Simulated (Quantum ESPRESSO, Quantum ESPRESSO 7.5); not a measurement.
# Al(111), 5 layers: solver and mixing choices

Aim: which eigensolver and mixing brings Al(111), 5 layers to self-consistency fastest, and whether the result stays the same.

Calculated with Quantum ESPRESSO 7.5; plane-wave DFT, PBE, SSSP efficiency pseudopotentials.

## 1. The starting structure

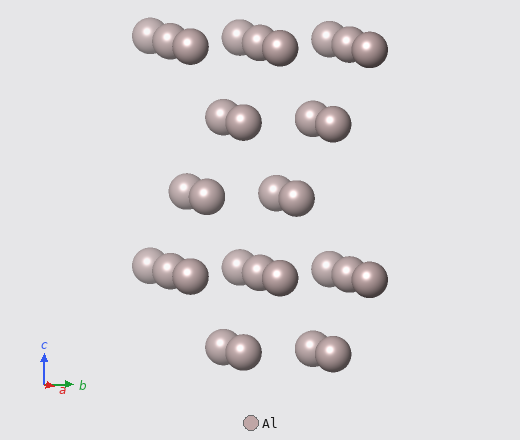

The starting structure, seen from the side, with the c axis up (aluminium light grey). 2×2×1 cells are drawn. Some periodic images of atoms are drawn too.

The cell holds 5 atoms: 5 Al. Its edges and angles: a = 2.864 Å, b = 2.864 Å, c = 25.353 Å, α = 90.0°, β = 90.0°, γ = 60.0°. It derives from Al. Vacuum lies along c.

## 2. Self-consistent run: david, local-TF mixing, beta 0.4, history 8

The first run is the reference of the series.

c0.in

```
&control
  prefix = 'c0'
  outdir = './out'
  pseudo_dir = './pseudo'
  calculation = 'scf'
  tprnfor = .true.
/
&system
  ibrav = 0
  nat = 5
  ntyp = 1
  ecutwfc = 45
  ecutrho = 360
  occupations = 'smearing'
  smearing = 'mv'
  degauss = 0.02
  assume_isolated = 'esm'
  esm_bc = 'bc1'
/
&electrons
  conv_thr = 1e-07
  mixing_beta = 0.4
  electron_maxstep = 80
  mixing_mode = 'local-TF'
  diagonalization = 'david'
  mixing_ndim = 8
/
ATOMIC_SPECIES
  Al  26.9815  Al.pbe-n-kjpaw_psl.1.0.0.UPF
CELL_PARAMETERS angstrom
  2.86378246380552 0.00000000000000 0.00000000000000
  1.43189123190276 2.48010836456797 0.00000000000000
  0.00000000000000 0.00000000000000 25.35307436087194
ATOMIC_POSITIONS crystal
  Al  0.666666666700 0.666666666700 -0.184456413998
  Al  0.000000000000 0.000000000000 -0.092228206999
  Al  0.333333333300 0.333333333300 0.000000000000
  Al  0.666666666700 0.666666666700 0.092228206999
  Al  0.000000000000 0.000000000000 0.184456413998
K_POINTS automatic
  12 12 1 0 0 0
```

Launch:

```console
$ OMP_NUM_THREADS=1 mpirun -n 4 pw.x -nk 4 -in c0.in > c0.out
```

The log of the run:

```text
Program PWSCF v.7.5 starts
[citation notice left out]

     Parallel version (MPI & OpenMP), running on       4 processor cores
     Number of MPI processes:                 4
     Threads/MPI process:                     1

     MPI processes distributed on     1 nodes
[...]
Current dimensions of program PWSCF are:
     Max number of different atomic species (ntypx) = 10
     Max number of k-points (npk) =  40000
     Max angular momentum in pseudopotentials (lmaxx) =  4
     file Al.pbe-n-kjpaw_psl.1.0.0.UPF: wavefunction(s)  3S 3P renormalized
     Message from routine setup:
     using ibrav=0 with symmetry is DISCOURAGED, use correct ibrav instead

     K-points division:     npool     =       4
     Subspace diagonalization in iterative solution of the eigenvalue problem:
     a serial algorithm will be used

     G-vector sticks info
     --------------------
     sticks:   dense  smooth     PW     G-vecs:    dense   smooth      PW
     Sum         733     367    121               140293    49663    9127

     Using Slab Decomposition

     bravais-lattice index     =            0
     lattice parameter (alat)  =       5.4118  a.u.
     unit-cell volume          =    1215.1724 (a.u.)^3
     number of atoms/cell      =            5
     number of atomic types    =            1
     number of electrons       =        15.00
     number of Kohn-Sham states=           12
     kinetic-energy cutoff     =      45.0000  Ry
     charge density cutoff     =     360.0000  Ry
     scf convergence threshold =      1.0E-07
     mixing beta               =       0.4000
     number of iterations used =            8  local-TF  mixing
     Exchange-correlation= SLA  PW   PBX  PBC
                           (   1   4   3   4   0   0   0)

     Effective Screening Medium Method
     =================================
     Boundary Conditions: Vacuum-Slab-Vacuum
     total charge in unit cell        =   0.0000
     grid points for fit at edges     =        4

     celldm(1)=   5.411765  celldm(2)=   0.000000  celldm(3)=   0.000000
     celldm(4)=   0.000000  celldm(5)=   0.000000  celldm(6)=   0.000000

     crystal axes: (cart. coord. in units of alat)
               a(1) = (   1.000000   0.000000   0.000000 )
               a(2) = (   0.500000   0.866025   0.000000 )
               a(3) = (   0.000000   0.000000   8.853003 )

     reciprocal axes: (cart. coord. in units 2 pi/alat)
               b(1) = (  1.000000 -0.577350  0.000000 )
               b(2) = (  0.000000  1.154701  0.000000 )
               b(3) = (  0.000000  0.000000  0.112956 )

     PseudoPot. # 1 for Al read from file:
     ./pseudo/Al.pbe-n-kjpaw_psl.1.0.0.UPF
     Pseudo is Projector augmented-wave + core cor, Zval =  3.0
     Generated using "atomic" code by A. Dal Corso  v.5.1
     Shape of augmentation charge: PSQ
     Using radial grid of 1135 points,  6 beta functions with:
                l(1) =   0
                l(2) =   0
                l(3) =   1
                l(4) =   1
                l(5) =   2
                l(6) =   2
     Q(r) pseudized with 0 coefficients

     atomic species   valence    mass     pseudopotential
     Al                3.00    26.98150     Al( 1.00)

     12 Sym. Ops., with inversion, found ( 6 have fractional translation)

   Cartesian axes

     site n.     atom                  positions (alat units)
         1        Al     tau(   1) = (   1.0000000   0.5773503  -1.6329932  )
         2        Al     tau(   2) = (   0.0000000   0.0000000  -0.8164966  )
         3        Al     tau(   3) = (   0.5000000   0.2886751   0.0000000  )
         4        Al     tau(   4) = (   1.0000000   0.5773503   0.8164966  )
         5        Al     tau(   5) = (   0.0000000   0.0000000   1.6329932  )

     number of k points=    19  Marzari-Vanderbilt smearing, width (Ry)=  0.0200
                       cart. coord. in units 2pi/alat
        k(    1) = (   0.0000000   0.0000000   0.0000000), wk =   0.0138889
        k(    2) = (   0.0000000   0.0962250   0.0000000), wk =   0.0833333
        k(    3) = (   0.0000000   0.1924501   0.0000000), wk =   0.0833333
        k(    4) = (   0.0000000   0.2886751   0.0000000), wk =   0.0833333
        k(    5) = (   0.0000000   0.3849002   0.0000000), wk =   0.0833333
        k(    6) = (   0.0000000   0.4811252   0.0000000), wk =   0.0833333
        k(    7) = (   0.0000000  -0.5773503   0.0000000), wk =   0.0416667
        k(    8) = (   0.0833333   0.1443376   0.0000000), wk =   0.0833333
        k(    9) = (   0.0833333   0.2405626   0.0000000), wk =   0.1666667
        k(   10) = (   0.0833333   0.3367877   0.0000000), wk =   0.1666667
[...]
k(   19) = (   0.3333333  -0.5773503   0.0000000), wk =   0.0277778

     Dense  grid:   140293 G-vectors     FFT dimensions: (  36,  36, 300)

     Smooth grid:    49663 G-vectors     FFT dimensions: (  24,  24, 216)

     Estimated max dynamical RAM per process >     208.76 MB

     Estimated total dynamical RAM >     732.30 MB

     Initial potential from superposition of free atoms

     starting charge      14.9885, renormalised to      15.0000

     negative rho (up, down):  5.043E-06 0.000E+00
     Starting wfcs are   20 randomized atomic wfcs
     Checking if some PAW data can be deallocated...

     total cpu time spent up to now is        1.3 secs

     per-process dynamical memory:    85.6 Mb

     Self-consistent Calculation

     iteration #  1     ecut=    45.00 Ry     beta= 0.40
     Davidson diagonalization with overlap
     ethr =  1.00E-02,  avg # of iterations =  5.0

     total cpu time spent up to now is        3.0 secs

     total energy              =    -197.28705505 Ry
     estimated scf accuracy    <       0.20480799 Ry

     iteration #  2     ecut=    45.00 Ry     beta= 0.40
[...]
total energy              =    -197.43812940 Ry
     estimated scf accuracy    <       0.18647826 Ry

     iteration #  3     ecut=    45.00 Ry     beta= 0.40
[...]
total energy              =    -197.43358879 Ry
     estimated scf accuracy    <       0.08978024 Ry

     iteration #  4     ecut=    45.00 Ry     beta= 0.40
[...]
c_bands:  1 eigenvalues not converged
[...]
total energy              =    -197.44228732 Ry
     estimated scf accuracy    <       0.01251512 Ry

     iteration #  5     ecut=    45.00 Ry     beta= 0.40
[...]
c_bands:  2 eigenvalues not converged
     c_bands:  2 eigenvalues not converged
     c_bands:  1 eigenvalues not converged
[...]
total energy              =    -197.45987452 Ry
     estimated scf accuracy    <       0.00549022 Ry

     iteration #  6     ecut=    45.00 Ry     beta= 0.40
[...]
c_bands:  1 eigenvalues not converged
     c_bands:  1 eigenvalues not converged
     c_bands:  3 eigenvalues not converged
[...]
total energy              =    -197.46426487 Ry
     estimated scf accuracy    <       0.00548912 Ry

     iteration #  7     ecut=    45.00 Ry     beta= 0.40
[...]
total energy              =    -197.46326556 Ry
     estimated scf accuracy    <       0.02661866 Ry

     iteration #  8     ecut=    45.00 Ry     beta= 0.40
[...]
total energy              =    -197.46358472 Ry
     estimated scf accuracy    <       0.01068422 Ry

     iteration #  9     ecut=    45.00 Ry     beta= 0.40
[...]
negative rho (up, down):  9.206E-06 0.000E+00

[...]
total energy              =    -197.46104305 Ry
     estimated scf accuracy    <       0.00977067 Ry

     iteration # 10     ecut=    45.00 Ry     beta= 0.40
[...]
negative rho (up, down):  1.473E-03 0.000E+00

[...]
total energy              =    -197.45977991 Ry
     estimated scf accuracy    <       0.00309205 Ry

     iteration # 11     ecut=    45.00 Ry     beta= 0.40
[...]
c_bands:  3 eigenvalues not converged
     c_bands:  1 eigenvalues not converged
[...]
negative rho (up, down):  1.019E-03 0.000E+00

[...]
total energy              =    -197.46037735 Ry
     estimated scf accuracy    <       0.00013581 Ry

     iteration # 12     ecut=    45.00 Ry     beta= 0.40
[...]
c_bands:  1 eigenvalues not converged
     c_bands:  1 eigenvalues not converged
     c_bands:  3 eigenvalues not converged
     c_bands:  2 eigenvalues not converged
[...]
negative rho (up, down):  1.050E-03 0.000E+00

[...]
total energy              =    -197.46110157 Ry
     estimated scf accuracy    <       0.00024912 Ry

     iteration # 13     ecut=    45.00 Ry     beta= 0.40
[...]
c_bands:  1 eigenvalues not converged
[...]
negative rho (up, down):  2.485E-04 0.000E+00

[...]
total energy              =    -197.46079098 Ry
     estimated scf accuracy    <       0.00027374 Ry

     iteration # 14     ecut=    45.00 Ry     beta= 0.40
[...]
c_bands:  1 eigenvalues not converged
     c_bands:  1 eigenvalues not converged
     c_bands:  2 eigenvalues not converged
     c_bands:  1 eigenvalues not converged
[...]
negative rho (up, down):  3.227E-04 0.000E+00

[...]
total energy              =    -197.46089092 Ry
     estimated scf accuracy    <       0.00039870 Ry

[...]
iteration # 21     ecut=    45.00 Ry     beta= 0.40
[...]
negative rho (up, down):  1.211E-07 0.000E+00

[...]
total energy              =    -197.46092847 Ry
     estimated scf accuracy    <       0.00000147 Ry

     iteration # 22     ecut=    45.00 Ry     beta= 0.40
[...]
negative rho (up, down):  3.645E-07 0.000E+00

[...]
total energy              =    -197.46092828 Ry
     estimated scf accuracy    <       0.00000158 Ry

     iteration # 23     ecut=    45.00 Ry     beta= 0.40
[...]
negative rho (up, down):  6.921E-07 0.000E+00

[...]
total energy              =    -197.46092813 Ry
     estimated scf accuracy    <       0.00000157 Ry

     iteration # 24     ecut=    45.00 Ry     beta= 0.40
[...]
negative rho (up, down):  5.604E-07 0.000E+00

[...]
total energy              =    -197.46092822 Ry
     estimated scf accuracy    <       0.00000142 Ry

     iteration # 25     ecut=    45.00 Ry     beta= 0.40
[...]
negative rho (up, down):  8.195E-07 0.000E+00

[...]
total energy              =    -197.46092879 Ry
     estimated scf accuracy    <       0.00000143 Ry

     iteration # 26     ecut=    45.00 Ry     beta= 0.40
[...]
negative rho (up, down):  3.139E-05 0.000E+00

[...]
total energy              =    -197.46092456 Ry
     estimated scf accuracy    <       0.00000196 Ry

     iteration # 27     ecut=    45.00 Ry     beta= 0.40
[...]
negative rho (up, down):  4.859E-05 0.000E+00

[...]
total energy              =    -197.46092351 Ry
     estimated scf accuracy    <       0.00000079 Ry

     iteration # 28     ecut=    45.00 Ry     beta= 0.40
[...]
negative rho (up, down):  2.880E-06 0.000E+00

[...]
End of self-consistent calculation

          k = 0.0000 0.0000 0.0000 (  6145 PWs)   bands (ev):

   -14.9631 -14.2810 -13.1655 -11.6382  -9.7307  -7.6843  -5.2660  -2.8936
    -1.0657  -0.0818   0.0864   1.6340

          k = 0.0000 0.0962 0.0000 (  6178 PWs)   bands (ev):

   -14.7961 -14.1147 -13.0003 -11.4740  -9.5667  -7.5277  -5.1100  -2.7401
    -0.9079   0.0809   0.2498   1.7846

          k = 0.0000 0.1925 0.0000 (  6182 PWs)   bands (ev):

   -14.2966 -13.6171 -12.5057 -10.9831  -9.0769  -7.0589  -4.6465  -2.2943
    -0.4658   0.5207   0.7070   1.1904

          k = 0.0000 0.2887 0.0000 (  6188 PWs)   bands (ev):

   -13.4679 -12.7918 -11.6856 -10.1697  -8.2690  -6.2821  -3.9158  -2.1317
    -1.3285  -1.1887  -0.2263   0.4391

          k = 0.0000 0.3849 0.0000 (  6206 PWs)   bands (ev):

   -12.3160 -11.6447 -10.5466  -9.0430  -7.1686  -5.2716  -4.6037  -3.9262
    -2.9081  -2.5755  -1.4502  -0.3068

          k = 0.0000 0.4811 0.0000 (  6226 PWs)   bands (ev):

   -10.8489 -10.1848  -9.1011  -7.6439  -7.0249  -6.4610  -5.6373  -5.0721
    -3.7454  -3.7164  -1.9149  -1.2862

[...]
the Fermi energy is    -4.1048 ev

!    total energy              =    -197.46092733 Ry
     total all-electron energy =     -2428.174835 Ry
     estimated scf accuracy    <       0.00000006 Ry
     smearing contrib. (-TS)   =      -0.00037725 Ry
     internal energy E=F+TS    =    -197.46055008 Ry

     The total energy is F=E-TS. E is the sum of the following terms:
     one-electron contribution =     833.19762465 Ry
     hartree contribution      =    -415.29060774 Ry
     xc contribution           =     -12.77093513 Ry
     ewald contribution        =    -429.20544930 Ry
     one-center paw contrib.   =    -173.39118256 Ry

     convergence has been achieved in  28 iterations

     negative rho (up, down):  2.880E-06 0.000E+00

     Forces acting on atoms (cartesian axes, Ry/au):

     atom    1 type  1   force =     0.00000000    0.00000000   -0.00229399
     atom    2 type  1   force =    -0.00000000   -0.00000000    0.00306468
     atom    3 type  1   force =     0.00000000   -0.00000000    0.00000000
     atom    4 type  1   force =     0.00000000    0.00000000   -0.00306468
     atom    5 type  1   force =     0.00000000   -0.00000000    0.00229399

     Total force =     0.005414     Total SCF correction =     0.000142

[...]
=------------------------------------------------------------------------------=
   JOB DONE.
=------------------------------------------------------------------------------=
[...]
```

It took 49 s on 4 MPI ranks of Arm Neoverse V2, shared host; peak memory 0.85 GiB.

Numbers from this step:

* free energy: -2686.5928 eV
* Fermi energy: -4.105 eV
* vacuum line at the lower end of the cell, over the Fermi level: 4.105 eV
* vacuum line at the upper end of the cell, over the Fermi level: 4.105 eV

The potential energy, planar mean oscillates, so the rows of the table below give means over windows of 2.28 Å about each position, cut where the curve ends. Its maxima inside the range that stand out by 2 % of the span (Å: eV): -3.5: -0.505, -1.2: -0.459, 1.2: -0.459, 3.5: -0.505. Its minima: -4.7: -10.7, -2.4: -10.7, 0.0: -10.8, 2.4: -10.7, 4.7: -10.7.

Electrostatic potential energy of an electron; zero at the Fermi level. Potential energy, planar mean against z; means over each step:

```csv
z (Å),"potential energy, planar mean (eV)"
-11.54,4.10
-9.26,4.10
-6.98,3.59
-4.70,-5.43
-2.42,-5.60
-0.14,-5.61
2.14,-5.58
4.42,-5.53
6.70,3.10
8.98,4.10
11.26,4.10
```

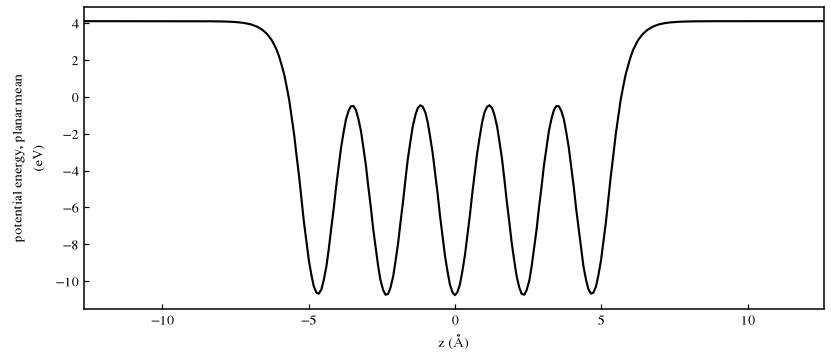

Potential energy, planar mean, plotted against z.

The program's own clock; routines nest. Time by routine:

```csv
routine,wall time (s),calls
PWSCF,48.25,1
electrons,46.47,1
c_bands,20.94,28
cegterg,15.44,140
h_psi,12.34,1000
fftw,9.95,12760
vloc_psi,9.52,1000
PAW_pot,6.69,29
mix_rho,6.44,28
sum_band,5.5,28
v_of_rho,3.99,29
ffts,3.77,2628
newd,3.14,29
fft,1.93,386
```

The vacuum levels are read from the outermost 0.7 Å of the cell on either side.

The run needed 28 iterations to bring the estimated error under 1e-07 Ry; the largest force on any atom, held or free, is 0.08 eV/Å.

Inside the slab this potential holds the local part of the pseudopotentials, which can be repulsive at the nuclei; only its value in the vacuum has a meaning of its own.

## 3. SCF with pw.x: david, plain mixing, beta 0.4, history 8

c1.in is the input of step 2 with these lines changed:

```diff
@@ -1,3 +1,3 @@
 &control
-  prefix = 'c0'
+  prefix = 'c1'
   outdir = './out'
@@ -23,3 +23,3 @@
   electron_maxstep = 80
-  mixing_mode = 'local-TF'
+  mixing_mode = 'plain'
   diagonalization = 'david'
```

Launch:

```console
$ OMP_NUM_THREADS=1 mpirun -n 4 pw.x -nk 4 -in c1.in > c1.out
```

The log of the run:

```text
[banner, memory and clock lines left out]
Program PWSCF v.7.5 starts
[...]
Message from routine setup:
[...]
number of electrons       =        15.00
     number of Kohn-Sham states=           12
     kinetic-energy cutoff     =      45.0000  Ry
     charge density cutoff     =     360.0000  Ry
[...]
number of k points=    19  Marzari-Vanderbilt smearing, width (Ry)=  0.0200
[...]
Dense  grid:   140293 G-vectors     FFT dimensions: (  36,  36, 300)
[...]
negative rho (up, down):  5.043E-06 0.000E+00
     Starting wfcs are   20 randomized atomic wfcs
[...]
estimated scf accuracy    <       0.20480799 Ry
[...]
estimated scf accuracy    <       4.80081015 Ry
[...]
estimated scf accuracy    <       0.05319860 Ry
[...]
estimated scf accuracy    <       0.05362398 Ry
[...]
estimated scf accuracy    <       0.15819514 Ry
[...]
estimated scf accuracy    <       0.02936762 Ry
[...]
estimated scf accuracy    <       0.00003288 Ry
[...]
estimated scf accuracy    <       0.00462396 Ry
[...]
estimated scf accuracy    <       0.00505477 Ry
[...]
estimated scf accuracy    <       0.00041451 Ry
[...]
negative rho (up, down):  3.046E-07 0.000E+00
[...]
estimated scf accuracy    <       0.00052142 Ry
[...]
negative rho (up, down):  1.177E-06 0.000E+00
[...]
estimated scf accuracy    <       0.00006383 Ry
[...]
negative rho (up, down):  8.132E-07 0.000E+00
[...]
estimated scf accuracy    <       0.00000161 Ry
[...]
negative rho (up, down):  1.241E-06 0.000E+00
[...]
estimated scf accuracy    <       0.00000662 Ry
[...]
negative rho (up, down):  2.294E-06 0.000E+00
[...]
estimated scf accuracy    <       0.00000831 Ry
[...]
negative rho (up, down):  2.717E-06 0.000E+00
[...]
estimated scf accuracy    <       0.00001683 Ry
[...]
negative rho (up, down):  2.690E-06 0.000E+00
[...]
estimated scf accuracy    <       0.00001968 Ry
[...]
negative rho (up, down):  2.691E-06 0.000E+00
[...]
estimated scf accuracy    <       0.00001973 Ry
[...]
negative rho (up, down):  2.737E-06 0.000E+00
[...]
estimated scf accuracy    <       0.00001993 Ry
[...]
negative rho (up, down):  2.674E-06 0.000E+00
[...]
estimated scf accuracy    <       0.00002084 Ry
[...]
negative rho (up, down):  2.704E-06 0.000E+00
[...]
estimated scf accuracy    <       0.00002143 Ry
[...]
negative rho (up, down):  3.046E-06 0.000E+00
[...]
estimated scf accuracy    <       0.00001813 Ry
[...]
negative rho (up, down):  2.845E-06 0.000E+00
[...]
estimated scf accuracy    <       0.00000088 Ry
[...]
negative rho (up, down):  2.862E-06 0.000E+00
[...]
estimated scf accuracy    <       0.00000034 Ry
[...]
negative rho (up, down):  2.677E-06 0.000E+00
[...]
estimated scf accuracy    <       0.00000038 Ry
[...]
negative rho (up, down):  2.512E-06 0.000E+00
[...]
estimated scf accuracy    <       0.00000035 Ry
[...]
negative rho (up, down):  2.791E-06 0.000E+00
[...]
estimated scf accuracy    <       0.00000099 Ry
[...]
negative rho (up, down):  2.647E-06 0.000E+00
[...]
estimated scf accuracy    <       0.00000237 Ry
[...]
negative rho (up, down):  2.911E-06 0.000E+00
[...]
estimated scf accuracy    <       0.00000129 Ry
[...]
negative rho (up, down):  2.906E-06 0.000E+00
[...]
estimated scf accuracy    <       0.00000036 Ry
[...]
negative rho (up, down):  2.874E-06 0.000E+00
[...]
estimated scf accuracy    <       0.00000022 Ry
[...]
negative rho (up, down):  2.868E-06 0.000E+00
[...]
the Fermi energy is    -4.1092 ev
!    total energy              =    -197.46092754 Ry
[...]
estimated scf accuracy    <          5.8E-09 Ry
     smearing contrib. (-TS)   =      -0.00037629 Ry
     internal energy E=F+TS    =    -197.46055125 Ry
[...]
one-electron contribution =     833.19691562 Ry
     hartree contribution      =    -415.28988030 Ry
     xc contribution           =     -12.77094631 Ry
     ewald contribution        =    -429.20544930 Ry
[...]
convergence has been achieved in  32 iterations
     negative rho (up, down):  2.868E-06 0.000E+00
[...]
Total force =     0.005324     Total SCF correction =     0.000090
[...]
```

It took 54 s on 4 MPI ranks; peak memory 0.83 GiB; 3.6 min of CPU time.

This step gave:

```
Fermi energy                                                   : -4.109 eV
vacuum line at the lower end of the cell, over the Fermi level : 4.109 eV
vacuum line at the upper end of the cell, over the Fermi level : 4.109 eV
```

The program's own clock; routines nest. Time by routine:

```csv
routine,wall time (s),calls
PWSCF,53.94,1
electrons,52.13,1
c_bands,29.84,32
cegterg,19.29,168
h_psi,15.5,993
fftw,12.53,16098
vloc_psi,12.13,993
PAW_pot,7.71,33
sum_band,6.3,32
v_of_rho,4.39,33
newd,3.58,33
fft,2.18,438
calbec,2.06,1173
add_vuspsi,1.69,993
```

Counted from each run's own zero (the Fermi level), the vacuum level differs from the first run's by +4 meV.

(Continued in part 2 of 3.)

[Logs are printed without paths, hosts, clocks, repeated set-up lines and the standing remarks that a program may print on its own settings, such as how far it seeks lower states.]

[Hosts, paths, dates, database ids (printed as entryN), source tags and the programs' standing remarks are cut or masked in the printed files.]

[Maps of the electrostatic potential energy from Ansatz leave out the sawtooth potential of an applied field or a dipole correction, so their vacuum need not be flat; planar profiles and work functions include it.]
